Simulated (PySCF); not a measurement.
Vertical excitations of a molecule C4H4F2 from TDDFT-B3LYP/def2-SVPD (PySCF), as energy in eV (oscillator strength): 6.62 (0.004), 6.77 (0.049), 7.14 (0.147), 7.54 (0.001), 7.90 (0.025), 8.10 (0.046), 8.66 (0.007), 8.78 (0.024), 8.87 (0.009), 8.90 (0.041). Lowest triplet (TDA): 4.28 eV. The structure is a stationary point at PBE-D3(BJ)/def2-SVP. Other conformers were not sampled.

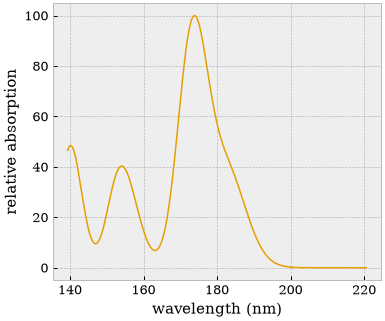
Fig. 1. The lines broadened by 0.4 eV.

Which structure fits?
A. F[C@@H]1C=C[C@H]1F
B. C=C=CC(F)F
C. FC1=C[C@@H](F)C1
D. FC1=CC[C@H]1F

A, F[C@@H]1C=C[C@H]1F
